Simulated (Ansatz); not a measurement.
# F2GaH (SMILES [F][GaH][F]): what the fields show

Input file:

```
crystal:
  periodic: [false, false, false]
  atoms:
    - { symbol: F, position_ang: [-0.9266, -0.4587, 1.1373] }
    - { symbol: Ga, position_ang: [0.0578, 0.1008, -0.2606] }
    - { symbol: F, position_ang: [1.6572, -0.4133, 0.3353] }
    - { symbol: H, position_ang: [-0.7328, 0.711, -1.2323] }
basis:
  gaussian: { orbitals: def2-SVP }
hamiltonian:
  xc: pbe
  dispersion: d4
relax:
  f_tol: 0.02
  max_steps: 40
scf:
  lower_state_search: "off"
output:
  orbitals: {}
```

Command:

```sh
ansatz run input.yaml --threads 2 --pin off --max-ram 3072MiB --backend cpu --events-out ev --progress --plain --runs-dir out
```

The fields are those of the run's last geometry, not of the input's.

Level of theory: Ansatz, RKS PBE-D4/def2-SVP.

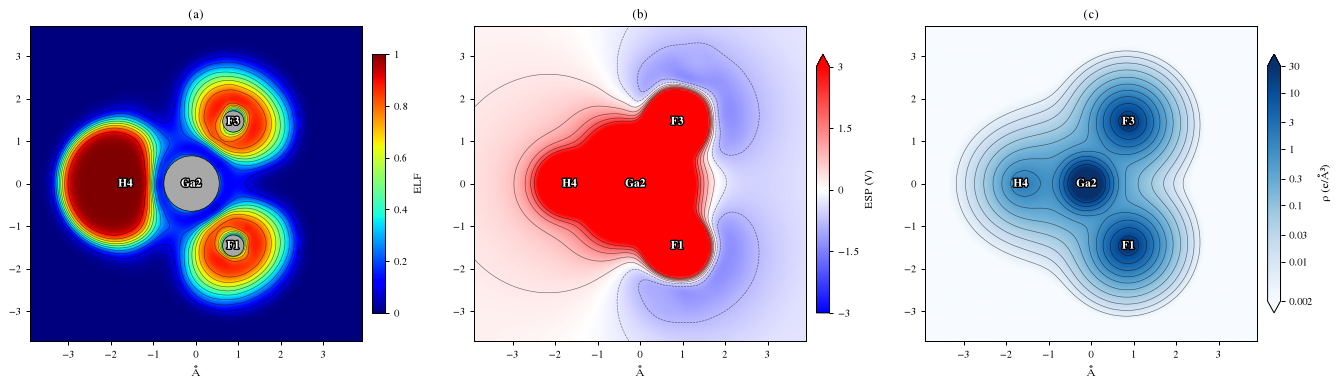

Figure 1. (a) electron localisation function; (b) molecular electrostatic potential; (c) total electron density on the molecular plane. Grey discs cover the atomic cores in the ELF map.

Q: Interpret the plot.

A: The plane passes through F, Ga and H nuclei. Ga–F (1.76 Å): ρ at the midpoint is about 0.83 e/Å³; the ELF peaks at about 0.80 in the valence shell of F, 0.5 Å from its nucleus, and is about 0.15 at the midpoint. Ga–H (1.55 Å): ρ is about 1 e/Å³ halfway; the ELF climbs to about 1 towards the hydrogen. The ELF also peaks beside F1 and F3, away from the bonds: lone-pair regions. Outside the dense part of the molecule the potential is most negative (−1.3 V) near F1 and F3.

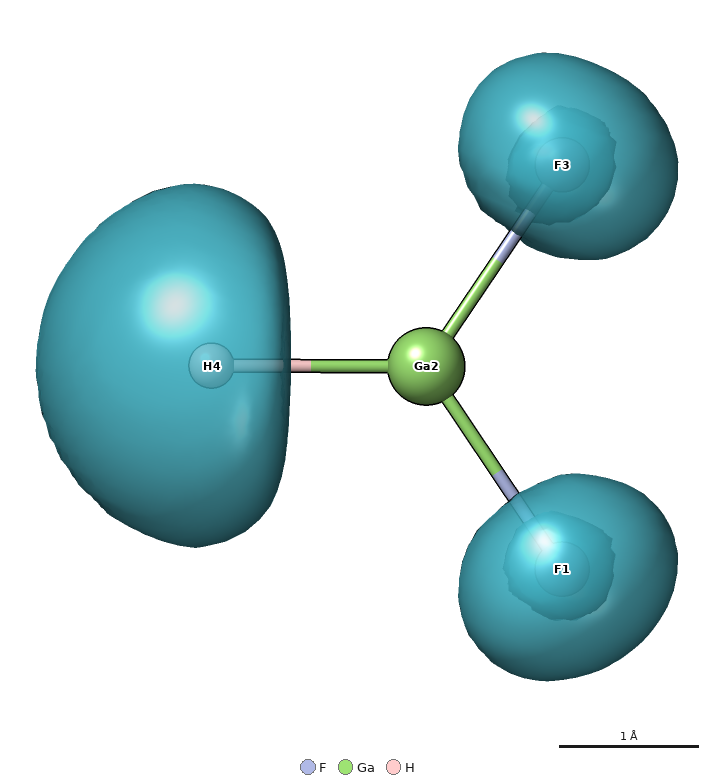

Figure 2. Isosurface of the ELF at 0.75 (cyan), seen at a tilt. Only the valence region is drawn (cores and ρ < 0.01 e/Å³ removed).

Q: Where are the electrons localised?

A: The ELF exceeds this value in one region around a hydrogen nucleus and two regions wrapped around F (the valence shell of each).

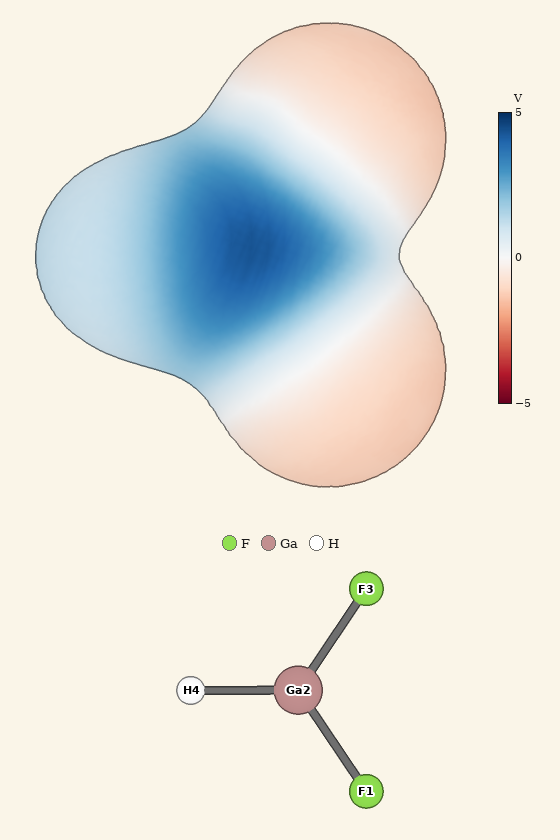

Figure 3. The molecular electrostatic potential painted on the density surface at 0.004 e/bohr³, seen across its widest extent; red is negative and blue positive. The bare structure is drawn below in the same view.

Q: Describe the electrostatic potential map.

A: The most negative region (about −1.3 V, or −30 kcal/mol for a unit charge) lies over F1 and F3, the most positive (about +4.3 V, or +99 kcal/mol for a unit charge) over Ga2.
